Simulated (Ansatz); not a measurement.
# Run report: CH8FW, geometry relaxation

CH8FW, multiplicity 2, computed with UKS PBE/def2-SVP (Ansatz 0.2.0).

It belongs to a series of runs on one base structure; here: end point B relaxed.

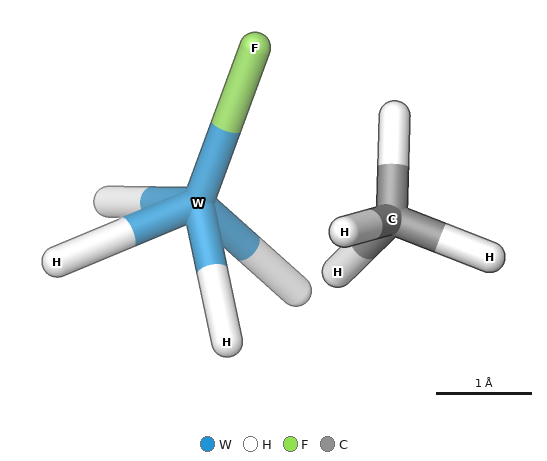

*The starting structure (stick view, seen at a tilt). Sticks mark near contacts.*

### Input
```yaml
crystal:
  periodic: [false, false, false]
  atoms:
    - { symbol: W, position_ang: [0.238798, -0.003541, -0.312201] }
    - { symbol: H, position_ang: [-0.533336, -0.005306, 2.506288] }
    - { symbol: F, position_ang: [1.868361, 0.009092, 0.574267] }
    - { symbol: H, position_ang: [-0.532086, 1.476589, -0.644958] }
    - { symbol: H, position_ang: [-1.243935, 0.026644, 0.51579] }
    - { symbol: H, position_ang: [-0.526966, -1.498034, -0.60116] }
    - { symbol: H, position_ang: [0.279112, 0.008545, -2.016963] }
    - { symbol: C, position_ang: [0.013472, -0.004101, 3.473877] }
    - { symbol: H, position_ang: [-0.309055, -0.879696, 4.070315] }
    - { symbol: H, position_ang: [1.107117, -0.05494, 3.291582] }
    - { symbol: H, position_ang: [-0.231383, 0.924649, 4.024663] }
magnetization:
  spin_polarized: true
  initial_magnetization: 1
basis:
  gaussian: { orbitals: def2-SVP }
hamiltonian:
  xc: pbe
relax:
  f_tol: 0.03
  max_steps: 50
```

Command:
```bash
ansatz run input.yaml --threads 4 --pin off --max-ram 5120MiB --backend cpu --events-out ev --progress --plain --runs-dir out
```

### Log
```
The last accepted step is kept in [file] (removed where the run ends without a failure and the disk answers)
Engine: ansatz 0.2.0, aarch64-unknown-linux-gnu
Functional definition: PBE
  parameter kappa = 0.804
  parameter beta = 0.06672455060314922
  exchange = pbe_x(kappa = kappa, mu = beta*pi^2/3)
  correlation = pbe_c(beta = beta)
1077 factors; their error is unknown
mean field evaluation 1: about -5695.4815 eV, gradient 3.9e1 eV
mean field evaluation 2: about -5684.3853 eV, gradient 6.2e1 eV
mean field evaluation 4: about -5702.5233 eV, gradient 5.0e0 eV
mean field evaluation 8: about -5702.6414 eV, gradient 2.4e-1 eV
mean field evaluation 16: about -5702.5905 eV, gradient 1.7e-4 eV
mean field -5702.59045812 eV, -209.5663339813 hartree, gradient 2.2e-5 eV, S^2 0.757388; 0 other end points of the search recorded, 0 dependent functions left out
the calculation of the forces begins
reference -5702.59052237 eV, -209.5663363423 hartree; 19, 18 occupied and 81, 82 virtual orbitals, 1077 factors
relax step   1: F+E_penalty+E_count = -5702.59045812 eV  Δ(F+E_penalty+E_count) = +0.000e0 eV  max|allowed force component| = 1.363e-1 eV/Å  Δτ_max = 0.0000 Å  (32 SCF iters, accepted)
these checks for a lower state are left out or cut short: starts, cluster_reference, orbital_swaps, neighbouring_geometries, increment
1077 factors; their error is unknown
mean field -5702.59732743 eV, -209.5665864237 hartree, gradient 2.2e-5 eV, S^2 0.757376; 0 other end points of the search recorded, 0 dependent functions left out
the calculation of the forces begins
reference -5702.59739225 eV, -209.5665888058 hartree; 19, 18 occupied and 81, 82 virtual orbitals, 1077 factors
relax step   2: F+E_penalty+E_count = -5702.59732743 eV  Δ(F+E_penalty+E_count) = -6.869e-3 eV  max|allowed force component| = 2.445e-1 eV/Å  Δτ_max = 0.1929 Å  (32 SCF iters, accepted)
these checks for a lower state are left out or cut short: starts, cluster_reference, orbital_swaps, neighbouring_geometries, increment
1077 factors; their error is unknown
mean field evaluation 32: about -5702.6012 eV, gradient 7.7e-4 eV
mean field -5702.60116022 eV, -209.5667272762 hartree, gradient 1.4e-5 eV, S^2 0.757402; 0 other end points of the search recorded, 0 dependent functions left out
the calculation of the forces begins
reference -5702.60122514 eV, -209.5667296620 hartree; 19, 18 occupied and 81, 82 virtual orbitals, 1077 factors
relax step   3: F+E_penalty+E_count = -5702.60116022 eV  Δ(F+E_penalty+E_count) = -3.833e-3 eV  max|allowed force component| = 8.314e-2 eV/Å  Δτ_max = 0.0630 Å  (33 SCF iters, accepted)
these checks for a lower state are left out or cut short: starts, cluster_reference, orbital_swaps, neighbouring_geometries, increment
1077 factors; their error is unknown
mean field -5702.60251397 eV, -209.5667770256 hartree, gradient 1.5e-5 eV, S^2 0.757397; 0 other end points of the search recorded, 0 dependent functions left out
the calculation of the forces begins
reference -5702.60257913 eV, -209.5667794203 hartree; 19, 18 occupied and 81, 82 virtual orbitals, 1077 factors
relax step   4: F+E_penalty+E_count = -5702.60251397 eV  Δ(F+E_penalty+E_count) = -1.354e-3 eV  max|allowed force component| = 5.812e-2 eV/Å  Δτ_max = 0.0667 Å  (33 SCF iters, accepted)
these checks for a lower state are left out or cut short: starts, cluster_reference, orbital_swaps, neighbouring_geometries, increment
1077 factors; their error is unknown
mean field -5702.60326949 eV, -209.5668047904 hartree, gradient 1.7e-5 eV, S^2 0.757425; 0 other end points of the search recorded, 0 dependent functions left out
the calculation of the forces begins
reference -5702.60333476 eV, -209.5668071891 hartree; 19, 18 occupied and 81, 82 virtual orbitals, 1077 factors
relax step   5: F+E_penalty+E_count = -5702.60326949 eV  Δ(F+E_penalty+E_count) = -7.555e-4 eV  max|allowed force component| = 2.367e-2 eV/Å  Δτ_max = 0.0679 Å  (33 SCF iters, accepted)
these checks for a lower state are left out or cut short: starts, cluster_reference, orbital_swaps, neighbouring_geometries, increment
1077 factors; their error is unknown
mean field -5702.60353691 eV, -209.5668146180 hartree, gradient 1.4e-5 eV, S^2 0.757458; 0 other end points of the search recorded, 0 dependent functions left out
the calculation of the forces begins
reference -5702.60360232 eV, -209.5668170218 hartree; 19, 18 occupied and 81, 82 virtual orbitals, 1077 factors
relax step   6: F+E_penalty+E_count = -5702.60353691 eV  Δ(F+E_penalty+E_count) = -2.674e-4 eV  max|allowed force component| = 8.658e-2 eV/Å  Δτ_max = 0.0719 Å  (32 SCF iters, accepted)
these checks for a lower state are left out or cut short: starts, cluster_reference, orbital_swaps, neighbouring_geometries, increment
1077 factors; their error is unknown
mean field -5702.60394908 eV, -209.5668297649 hartree, gradient 1.2e-5 eV, S^2 0.757468; 0 other end points of the search recorded, 0 dependent functions left out
the calculation of the forces begins
reference -5702.60401442 eV, -209.5668321661 hartree; 19, 18 occupied and 81, 82 virtual orbitals, 1077 factors
relax step   7: F+E_penalty+E_count = -5702.60394908 eV  Δ(F+E_penalty+E_count) = -4.122e-4 eV  max|allowed force component| = 4.201e-2 eV/Å  Δτ_max = 0.0135 Å  (34 SCF iters, accepted)
these checks for a lower state are left out or cut short: starts, cluster_reference, orbital_swaps, neighbouring_geometries, increment
1077 factors; their error is unknown
mean field evaluation 64: about -5702.6553 eV, gradient 1.9e-2 eV
mean field -5702.60432430 eV, -209.5668435541 hartree, gradient 2.0e-5 eV, S^2 0.757461; 0 other end points of the search recorded, 0 dependent functions left out
the calculation of the forces begins
reference -5702.60438968 eV, -209.5668459566 hartree; 19, 18 occupied and 81, 82 virtual orbitals, 1077 factors
relax step   8: F+E_penalty+E_count = -5702.60432430 eV  Δ(F+E_penalty+E_count) = -3.752e-4 eV  max|allowed force component| = 6.952e-3 eV/Å  Δτ_max = 0.0305 Å  (33 SCF iters, accepted)
```

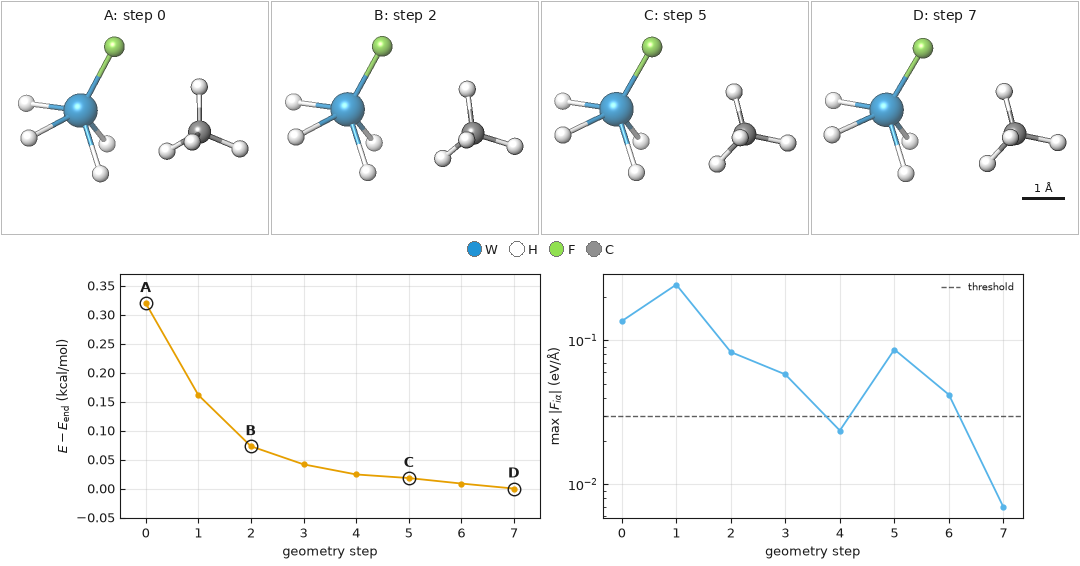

*Frames of the relaxation (ball-and-stick view, seen at a tilt) above the curves, on which the letters mark them (the first geometry is step 0 here and step 1 in the log).*

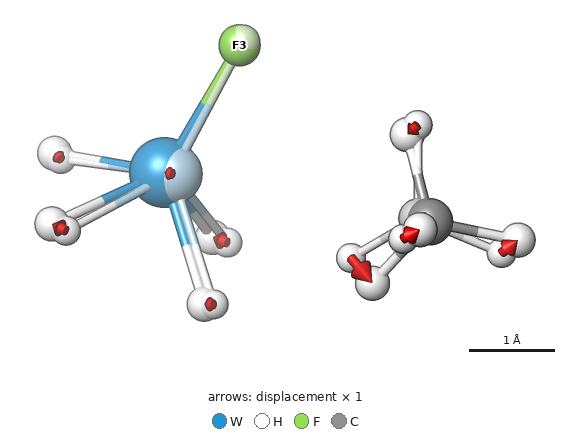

*Start (faint) and end (solid) with the displacements as red arrows, at true length (ball-and-stick view, seen at a tilt). The two geometries are laid on each other by the best rigid fit.*

The largest move after the best rigid fit is that of H2, 0.46 Å. Largest moves by element: H 0.46 Å, C 0.18 Å, W 0.12 Å, F 0.06 Å. Among the angles that change: H6–W1–H7 81.2° → 77.8°, H4–W1–H5 71.6° → 74.7°, H5–W1–H6 72.9° → 75.2°. Over 7 geometry steps the energy falls by 0.32 kcal/mol. The largest force component goes from 0.14 to 0.007 eV/Å. (Atoms are counted from 1 in the order of the input.)

```
1077 factors; their error is unknown
mean field -5702.60432430 eV, -209.5668435541 hartree, gradient 2.2e-5 eV, S^2 0.757461; 1 other end points of the search recorded, 0 dependent functions left out
the calculation of the forces begins
reference -5702.60438968 eV, -209.5668459566 hartree; 19, 18 occupied and 81, 82 virtual orbitals, 1077 factors
Total energy: -5702.60438968 eV, -209.5668459566 hartree
Atom 0 at     0.245998    -0.000444    -0.435272 Å, force     0.001919    -0.000183    -0.004017 eV/Å
Atom 1 at    -0.805893     0.000989     2.872057 Å, force    -0.004948    -0.000115    -0.003816 eV/Å
Atom 2 at     1.830821     0.002062     0.527872 Å, force    -0.002003     0.000316     0.003251 eV/Å
Atom 3 at    -0.468510     1.485294    -0.860533 Å, force     0.000588     0.000920    -0.002235 eV/Å
Atom 4 at    -1.252447     0.023322     0.369818 Å, force     0.001807    -0.001595     0.004061 eV/Å
Atom 5 at    -0.482293    -1.489578    -0.825922 Å, force    -0.001238     0.000282    -0.001066 eV/Å
Atom 6 at     0.339966    -0.013461    -2.136035 Å, force    -0.001071     0.000118     0.000582 eV/Å
Atom 7 at    -0.015572    -0.001556     3.647619 Å, force     0.006952     0.000800     0.003455 eV/Å
Atom 8 at    -0.138906    -0.892677     4.290824 Å, force    -0.000712     0.000609     0.000013 eV/Å
Atom 9 at     0.981477    -0.027887     3.169281 Å, force     0.000285    -0.000168    -0.000768 eV/Å
Atom 10 at    -0.104541     0.913837     4.261792 Å, force    -0.001579    -0.000984     0.000539 eV/Å
Dipole moment:     0.117816    -0.000056     0.116039 e Å
```

### Trajectory as extended XYZ (Å, eV, eV/Å), 8 frames, from step=1 to step=8
```
11
Properties=species:S:1:pos:R:3:forces:R:3 step=1 energy=-5702.59046
W     0.2388   -0.0035   -0.3122   -0.0421   0.0007  -0.0535
H    -0.5333   -0.0053    2.5063   -0.0040   0.0000   0.0845
F     1.8684    0.0091    0.5743    0.0184  -0.0001   0.0048
H    -0.5321    1.4766   -0.6450    0.0000   0.0002  -0.0062
H    -1.2439    0.0266    0.5158    0.0127  -0.0038  -0.0005
H    -0.5270   -1.4980   -0.6012   -0.0007   0.0055  -0.0019
H     0.2791    0.0085   -2.0170    0.0217  -0.0014   0.0026
C     0.0135   -0.0041    3.4739    0.0856  -0.0093   0.0276
H    -0.3091   -0.8797    4.0703    0.0255   0.0249  -0.0437
H     1.1071   -0.0549    3.2916   -0.1363   0.0052   0.0243
H    -0.2314    0.9246    4.0247    0.0192  -0.0218  -0.0379
11
Properties=species:S:1:pos:R:3:forces:R:3 step=2 energy=-5702.59733
W     0.2513   -0.0023   -0.3843    0.0707  -0.0028   0.0147
H    -0.6600   -0.0070    2.6519    0.1638   0.0006   0.2147
F     1.8786    0.0097    0.5075   -0.0441   0.0003   0.0102
H    -0.5211    1.4778   -0.7139   -0.0005   0.0022  -0.0073
H    -1.2265    0.0242    0.4516   -0.0064   0.0028   0.0046
H    -0.5187   -1.4953   -0.6662    0.0015  -0.0006  -0.0098
H     0.3097    0.0078   -2.0873   -0.0226  -0.0018  -0.0249
C    -0.0037   -0.0046    3.5560   -0.0015  -0.0199  -0.1735
H    -0.2584   -0.8812    4.1851    0.0488   0.0591  -0.0576
H     1.0665   -0.0546    3.2516   -0.2445   0.0084   0.0709
H    -0.1875    0.9255    4.1296    0.0347  -0.0483  -0.0422
11
Properties=species:S:1:pos:R:3:forces:R:3 step=3 energy=-5702.60116
W     0.2586   -0.0025   -0.4058   -0.0321   0.0036   0.0172
H    -0.6945   -0.0063    2.7046    0.0691   0.0001   0.0831
F     1.8744    0.0094    0.5056   -0.0120  -0.0006  -0.0094
H    -0.5129    1.4775   -0.7389    0.0089  -0.0011  -0.0094
H    -1.2209    0.0260    0.4285    0.0132  -0.0014   0.0027
H    -0.5104   -1.4952   -0.6930    0.0073   0.0006  -0.0087
H     0.3070    0.0062   -2.1110    0.0133  -0.0009  -0.0003
C    -0.0094   -0.0044    3.5799   -0.0293  -0.0070  -0.0743
H    -0.2361   -0.8820    4.2152    0.0231   0.0247  -0.0169
H     1.0436   -0.0532    3.2366   -0.0792   0.0033   0.0271
H    -0.1693    0.9245    4.1598    0.0178  -0.0211  -0.0111
11
Properties=species:S:1:pos:R:3:forces:R:3 step=4 energy=-5702.60251
W     0.2581   -0.0023   -0.4259    0.0581  -0.0024   0.0227
H    -0.7313   -0.0047    2.7601   -0.0089  -0.0006  -0.0051
F     1.8710    0.0081    0.4895   -0.0152   0.0005  -0.0029
H    -0.5044    1.4793   -0.7704   -0.0053   0.0025  -0.0119
H    -1.2168    0.0257    0.4143   -0.0209   0.0011  -0.0022
H    -0.5039   -1.4961   -0.7241   -0.0049  -0.0001  -0.0137
H     0.3173    0.0048   -2.1312   -0.0145  -0.0017   0.0063
C    -0.0161   -0.0040    3.6057   -0.0142  -0.0004   0.0081
H    -0.2124   -0.8834    4.2470    0.0048   0.0019   0.0016
H     1.0200   -0.0499    3.2223    0.0161   0.0006  -0.0056
H    -0.1516    0.9224    4.1942    0.0049  -0.0015   0.0028
11
Properties=species:S:1:pos:R:3:forces:R:3 step=5 energy=-5702.60327
W     0.2623   -0.0025   -0.4382   -0.0237   0.0000  -0.0234
H    -0.7732   -0.0023    2.8135   -0.0060  -0.0017   0.0033
F     1.8704    0.0067    0.4843    0.0114   0.0001   0.0141
H    -0.4943    1.4782   -0.8020    0.0091   0.0024  -0.0036
H    -1.2164    0.0262    0.3966   -0.0102   0.0003   0.0094
H    -0.4964   -1.4940   -0.7574    0.0092  -0.0005  -0.0055
H     0.3203    0.0018   -2.1432    0.0001  -0.0024   0.0112
C    -0.0223   -0.0034    3.6275    0.0206  -0.0043   0.0109
H    -0.1854   -0.8857    4.2745   -0.0012   0.0064  -0.0122
H     0.9972   -0.0448    3.1990   -0.0095   0.0024   0.0032
H    -0.1321    0.9197    4.2270    0.0002  -0.0027  -0.0075
11
Properties=species:S:1:pos:R:3:forces:R:3 step=6 energy=-5702.60354
W     0.2596   -0.0022   -0.4430   -0.0187   0.0022   0.0110
H    -0.8203    0.0006    2.8677    0.0526  -0.0038   0.0595
F     1.8580    0.0042    0.4964    0.0098  -0.0008   0.0014
H    -0.4732    1.4839   -0.8357   -0.0027  -0.0125  -0.0095
H    -1.2246    0.0278    0.3862    0.0033  -0.0039  -0.0003
H    -0.4798   -1.4963   -0.7970   -0.0050   0.0152  -0.0067
H     0.3227   -0.0061   -2.1466    0.0091  -0.0003   0.0054
C    -0.0264   -0.0024    3.6431    0.0412  -0.0119  -0.0359
H    -0.1498   -0.8898    4.2936   -0.0027   0.0244  -0.0388
H     0.9722   -0.0355    3.1610   -0.0866   0.0051   0.0407
H    -0.1084    0.9157    4.2558   -0.0003  -0.0137  -0.0268
11
Properties=species:S:1:pos:R:3:forces:R:3 step=7 energy=-5702.60395
W     0.2567   -0.0010   -0.4351   -0.0377  -0.0047  -0.0308
H    -0.8186    0.0003    2.8683    0.0249  -0.0026   0.0306
F     1.8528    0.0037    0.5088    0.0079   0.0006   0.0078
H    -0.4740    1.4806   -0.8474    0.0154   0.0046   0.0082
H    -1.2298    0.0243    0.3902   -0.0047   0.0021  -0.0026
H    -0.4856   -1.4892   -0.8060    0.0188   0.0008   0.0042
H     0.3309   -0.0078   -2.1382   -0.0032  -0.0034   0.0126
C    -0.0237   -0.0022    3.6408    0.0226  -0.0063  -0.0138
H    -0.1445   -0.8909    4.2890   -0.0020   0.0131  -0.0226
H     0.9723   -0.0326    3.1567   -0.0420   0.0031   0.0219
H    -0.1065    0.9148    4.2543    0.0000  -0.0072  -0.0156
11
Properties=species:S:1:pos:R:3:forces:R:3 step=8 energy=-5702.60432
W     0.2460   -0.0004   -0.4353    0.0019  -0.0002  -0.0040
H    -0.8059    0.0010    2.8721   -0.0049  -0.0001  -0.0038
F     1.8308    0.0021    0.5279   -0.0020   0.0003   0.0033
H    -0.4685    1.4853   -0.8605    0.0006   0.0009  -0.0022
H    -1.2524    0.0233    0.3698    0.0018  -0.0016   0.0041
H    -0.4823   -1.4896   -0.8259   -0.0012   0.0003  -0.0011
H     0.3400   -0.0135   -2.1360   -0.0011   0.0001   0.0006
C    -0.0156   -0.0016    3.6476    0.0070   0.0008   0.0035
H    -0.1389   -0.8927    4.2908   -0.0007   0.0006   0.0000
H     0.9815   -0.0279    3.1693    0.0003  -0.0002  -0.0008
H    -0.1045    0.9138    4.2618   -0.0016  -0.0010   0.0005
```

### Summary

| quantity | value |
| --- | --- |
| outcome | converged |
| total energy | −5702.6044 eV |
| mean-field energy | −5702.6044 eV |
| ⟨S²⟩ | 0.757 |
| largest force (length of the vector) at the end | 0.008 eV/Å |
| hardware | 4 threads of Arm Neoverse V2, 24 GiB of memory available, shared host |
| wall time | 16 s (CPU time 60 s) |
| peak memory | 0.17 GiB |
